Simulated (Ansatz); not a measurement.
## Electronic structure of CH₅InO₃ (SMILES C[O][In]([OH])[OH]) in real space

```xyz
10

C     0.5529   -1.7206   -0.4928
O     0.5595   -0.9190    0.6609
In   -0.1846    0.9072    0.6408
O    -0.1698    1.9995    2.2728
O    -0.9579    1.6841   -1.0124
H     1.0328   -2.6734   -0.2474
H     1.1137   -1.2767   -1.3271
H    -0.4612   -1.9465   -0.8506
H    -0.5611    2.8632    2.1157
H    -0.9242    1.0821   -1.7600
```

Geometry: PBE0-D4/def2-TZVP; core potentials replace the inner electrons of In.

Method: RKS PBE0-D4/def2-TZVPP in Ansatz 0.2.0.

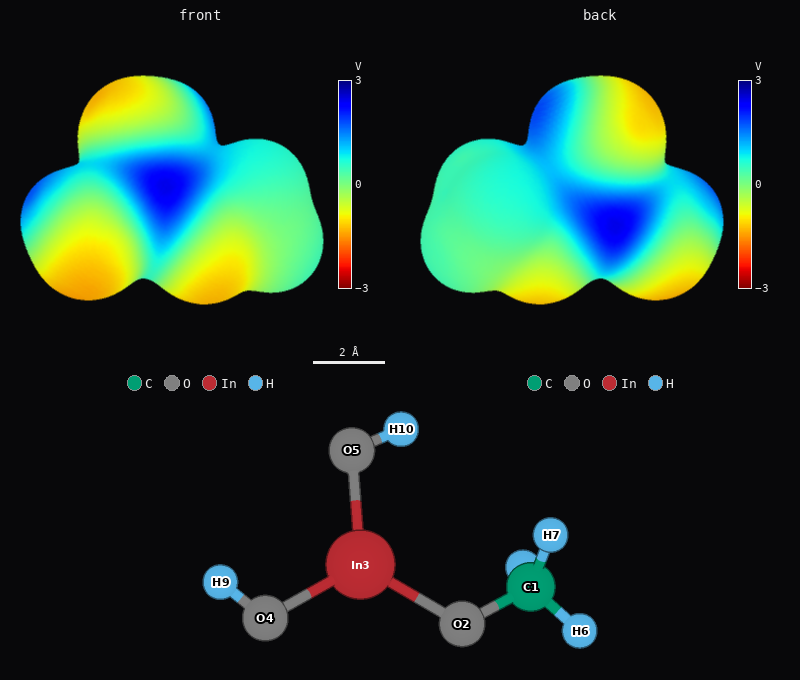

Figure 1. The electrostatic potential painted on the density surface at 0.001 e/bohr³, seen from the front and from behind; red is negative and blue positive. The bare structure is drawn below in the same view.

Q: Describe the electrostatic potential map.

A: The most negative region (about −1.4 V) lies over O4, the most positive (about +2.4 V) over In3. O4 is the likeliest acceptor of a hydrogen bond.

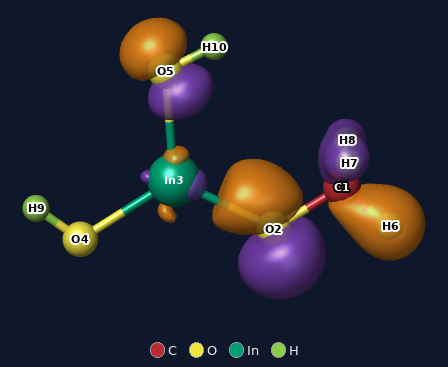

Figure 2. The HOMO−1 at ±0.15 Å⁻³ᐟ² (orange and purple are the two phases), seen at a tilt.

Q: What is the character of this orbital?

A: By Hirshfeld shares it lies mainly on O2 (about 50 %), O5 (about 15 %), C1 (about 10 %), In3 (about 10 %) and H6 (about 10 %). Its energy is −8.10 eV.

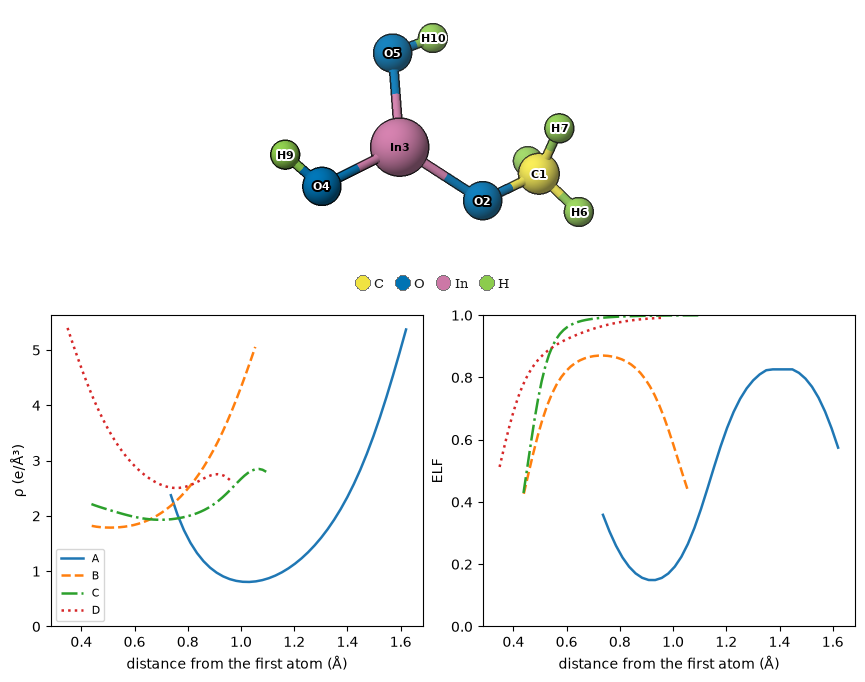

Figure 3. Electron density and ELF along straight lines between neighbouring atoms. The curves leave out the atomic cores. The structure is drawn too.

Q: Which curve belongs to which contact (C–H, C–O, In–O and O–H)? The first atom named is at distance zero.

A: Curve A: In–O (1.96 Å): ρ is about 0.83 e/Å³ halfway; the ELF peaks at about 0.85 in the valence shell of O, 0.6 Å from its nucleus, and drops to about 0.15 between the two atoms. Curve B: C–O (1.40 Å): ρ is about 2.1 e/Å³ halfway, with its minimum of 1.8 e/Å³ about 0.5 Å from C; the ELF peaks at about 0.85 between the atoms, as expected for a polar covalent bond. Curve C: C–H (1.09 Å): the density is about 2 e/Å³ at the midpoint; the ELF climbs to about 1 towards the hydrogen, as it does in any bond to H (a covalent bond by its length). Curve D: O–H (0.96 Å): ρ at the midpoint is about 3.8 e/Å³; the ELF climbs to about 1 towards the hydrogen (a covalent bond by its length).

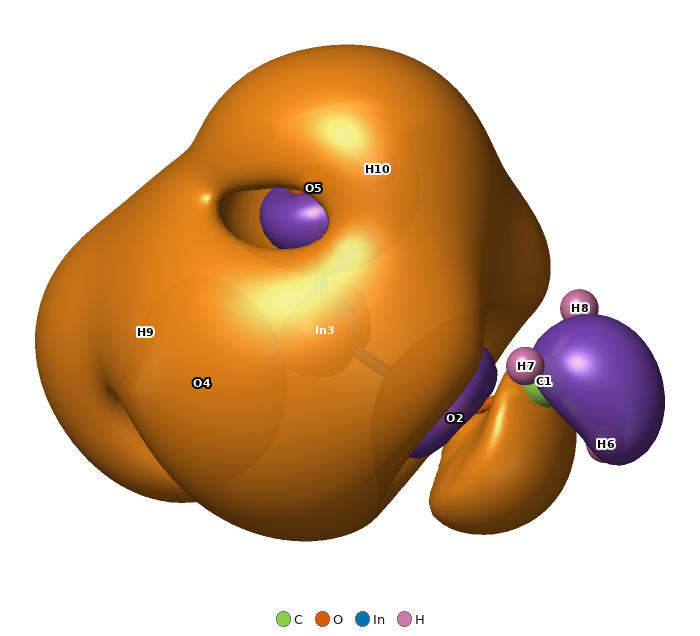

Figure 4. The LUMO at ±0.04 Å⁻³ᐟ² (orange and purple are the two phases), seen at a tilt.

Q: What is the character of this orbital?

A: It lies mainly on In3 (about 55 %), O4 (about 10 %), O5 (about 10 %) and O2 (about 10 %). Its energy is −1.89 eV.
